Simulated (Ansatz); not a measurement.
# C2H7BO2 (SMILES COB(C)O): PBE0/6-31G(d) (spherical functions)

Aim: the electronic atomisation energy of C2H7BO2 at PBE0/6-31G* (spherical functions), from 5 runs. 

Program for the calculation: Ansatz 0.2.0.

43 further runs of the same task are left out: 43 set aside as unsound or not needed. Runs told in other sessions of the task aren't counted.

## 1. The structure to begin with

C2H7BO2: 12 atoms, total charge 0, spin state singlet. As SMILES, `COB(C)O`. The coordinates come from a PBE0-D4/def2-TZVP relaxation. This is one conformer, not always the lowest.

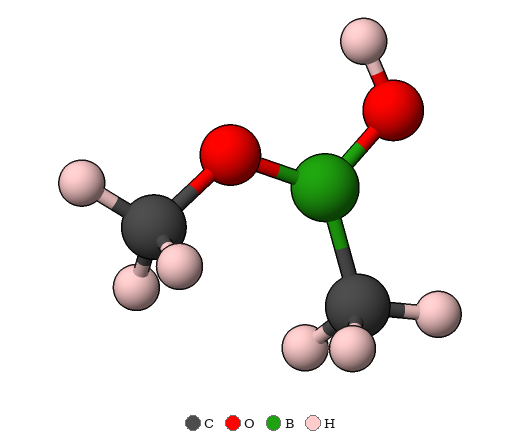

Viewed from a chosen angle; carbon dark grey, oxygen red, boron green, hydrogen pink.

## 2. A single-point energy at PBE0/6-31G(d) (spherical functions)

File run.yaml:

```yaml
crystal:
  periodic: [false, false, false]
  atoms:
    - {symbol: C, position_ang: [-0.385800, 1.104700, 1.227500]}
    - {symbol: O, position_ang: [-0.288300, 1.094500, -0.177300]}
    - {symbol: B, position_ang: [0.078500, -0.027600, -0.868600]}
    - {symbol: C, position_ang: [0.403800, -1.405400, -0.192200]}
    - {symbol: O, position_ang: [0.151500, 0.090300, -2.225400]}
    - {symbol: H, position_ang: [0.601000, 1.027300, 1.694500]}
    - {symbol: H, position_ang: [-1.011800, 0.286800, 1.596500]}
    - {symbol: H, position_ang: [-0.837700, 2.051400, 1.525200]}
    - {symbol: H, position_ang: [-0.473600, -1.805200, 0.327000]}
    - {symbol: H, position_ang: [0.726300, -2.144900, -0.925200]}
    - {symbol: H, position_ang: [1.187500, -1.307000, 0.565300]}
    - {symbol: H, position_ang: [-0.074500, 0.980100, -2.513200]}
basis:
  gaussian:
    orbitals: 6-31G_st_-spherical.json
output: {orbitals: {seedname: orbitals}}
accuracy: high
hamiltonian:
  xc: {name: PBE0}
```

The basis set 6-31G* is read from a file made from the Basis Set Exchange's data (not shown).

Run with:

```bash
$ ansatz run run.yaml --threads 1 --pin off --max-ram 2610MiB --events-out events.jsonl --progress --plain --runs-dir runs
```

The program printed:

```text
Warning: RAYON_NUM_THREADS=1 ignored (pool sized by the plan → 1); use --threads N
Functional definition: PBE0
  name "PBE0"
  parameter a = 0.25
  parameter kappa = 0.804
  parameter beta = 0.06672455060314922
  exchange = (1 - a)*pbe_x(kappa = kappa, mu = beta*pi^2/3) + a*exact_x
  correlation = pbe_c(beta = beta)
2076 factors; integrals over basis functions are off by at most 3.4e-9 eV
mean field evaluation 1: about -6945.5385 eV, gradient 6.1e1 eV
mean field evaluation 2: about -6942.9972 eV, gradient 7.2e1 eV
mean field evaluation 4: about -6952.7910 eV, gradient 1.7e0 eV
mean field evaluation 8: about -6953.1094 eV, gradient 2.2e-1 eV
mean field evaluation 16: about -6953.1096 eV, gradient 9.3e-5 eV
mean field -6953.10957132 eV, -255.5220637590 hartree, gradient 6.2e-8 eV, S^2 0.000000; 0 other end points of the search recorded, 0 dependent functions left out
reference -6953.10957316 eV, -255.5220638269 hartree; 20, 20 occupied and 64, 64 virtual orbitals, 2076 factors
Total energy: -6953.10957316 eV, -255.5220638269 hartree
```

Run time: 8.7 s. Hardware: 1 thread of Arm Neoverse V1, shared host; peak memory 0.26 GiB.

## 3. The B atom at the same level

File job.yaml:

```yaml
crystal:
  periodic: [false, false, false]
  atoms:
    - {symbol: B, position_ang: [0.000000, 0.000000, 0.000000]}
basis:
  gaussian: {orbitals: 6-31G_st_-spherical.json}
magnetization: {spin_polarized: true, initial_magnetization: 1}
accuracy: high
hamiltonian: {xc: pbe0}
```

The basis set 6-31G* is read from a file made from the Basis Set Exchange's data (not shown).

Run with:

```bash
$ ansatz run job.yaml --threads 1 --pin off --max-ram 2610MiB --events-out events.jsonl --progress --plain --runs-dir runs
```

The program printed, cut to the lines that bear on the results:

```text
Warning: RAYON_NUM_THREADS=1 ignored (pool sized by the plan → 1); use --threads N
[... 7 set-up lines as earlier in the session ...]
96 factors; integrals over basis functions are off by at most 1.6e-9 eV
mean field evaluation 1: about -669.6042 eV, gradient 2.5e0 eV
mean field evaluation 2: about -669.6514 eV, gradient 4.6e-1 eV
mean field evaluation 4: about -669.6486 eV, gradient 4.5e-1 eV
mean field evaluation 8: about -669.6502 eV, gradient 2.3e-4 eV
mean field -669.65022463 eV, -24.6091918499 hartree, gradient 8.2e-8 eV, S^2 0.751737; 0 other end points of the search recorded, 0 dependent functions left out
reference -669.65022596 eV, -24.6091918989 hartree; 3, 2 occupied and 11, 12 virtual orbitals, 96 factors
Total energy: -669.65022596 eV, -24.6091918989 hartree
```

Run time: 0.3 s. Hardware: 1 thread of Arm Neoverse V1, shared host.

## 4. The C atom at the same level

File molecule.yaml:

```yaml
crystal:
  periodic: [false, false, false]
  atoms:
    - {symbol: C, position_ang: [0.000000, 0.000000, 0.000000]}
basis:
  gaussian:
    orbitals: 6-31G_st_-spherical.json
accuracy: high
hamiltonian:
  xc: {name: PBE0}
magnetization:
  spin_polarized: true
  initial_magnetization: 2
```

The basis set 6-31G* is read from a file made from the Basis Set Exchange's data (not shown).

Run the same way, it converges to -37.79246 Eh (log not shown).

## 5. The H atom, same level

File run.yaml:

```yaml
basis:
  gaussian:
    orbitals: "6-31G*"
crystal:
  periodic: [false, false, false]
  atoms:
    - symbol: H
      position_ang: [0.000000, 0.000000, 0.000000]
magnetization:
  spin_polarized: true
  initial_magnetization: 1
accuracy: high
hamiltonian:
  xc: {name: PBE0}
```

Run the same way, it converges to -0.49911 Eh (log not shown).

## 6. The O atom at the same level

File molecule.yaml:

```yaml
crystal:
  periodic: [false, false, false]
  atoms:
    - symbol: O
      position_ang: [0.000000, 0.000000, 0.000000]
basis:
  gaussian:
    orbitals: 6-31G_st_-spherical.json
magnetization:
  spin_polarized: true
  initial_magnetization: 2
hamiltonian:
  xc: {name: PBE0}
accuracy: high
```

The basis set 6-31G* is read from a file made from the Basis Set Exchange's data (not shown).

Run with:

```bash
$ ansatz run molecule.yaml --threads 1 --pin off --max-ram 2610MiB --events-out events.jsonl --progress --plain --runs-dir runs
```

The program printed, cut to the lines that bear on the results:

```text
Warning: RAYON_NUM_THREADS=1 ignored (pool sized by the plan → 1); use --threads N
[... 7 set-up lines as earlier in the session ...]
96 factors; integrals over basis functions are off by at most 1.3e-9 eV
mean field evaluation 1: about -2040.3202 eV, gradient 4.9e0 eV
mean field evaluation 2: about -2040.3952 eV, gradient 2.2e0 eV
mean field evaluation 4: about -2040.4150 eV, gradient 2.3e-2 eV
mean field evaluation 8: about -2040.4147 eV, gradient 2.0e-4 eV
mean field -2040.41474199 eV, -74.9838587253 hartree, gradient 1.6e-9 eV, S^2 2.002340; 0 other end points of the search recorded, 0 dependent functions left out
reference -2040.41474244 eV, -74.9838587418 hartree; 5, 3 occupied and 9, 11 virtual orbitals, 96 factors
Total energy: -2040.41474244 eV, -74.9838587418 hartree
```

Run time: 0.28 s. Hardware: 1 thread of Arm Neoverse V1, shared host.

## 7. Results

At PBE0/6-31G* (spherical functions):

```
                     quantity          value
       molecule: total energy  -255.52206 Eh
        molecule: HOMO energy       -8.12 eV
        molecule: LUMO energy        1.97 eV
      molecule: HOMO–LUMO gap       10.09 eV
         B atom: total energy   -24.60919 Eh
                 B atom: ⟨S²⟩          0.752
         C atom: total energy   -37.79246 Eh
                 C atom: ⟨S²⟩          2.002
         H atom: total energy    -0.49911 Eh
                 H atom: ⟨S²⟩          0.750
         O atom: total energy   -74.98386 Eh
                 O atom: ⟨S²⟩          2.002
electronic atomisation energy      50.789 eV
```

Taking the molecule apart into free atoms costs 50.79 eV (1171 kcal/mol), before zero-point energy and without spin-orbit coupling.
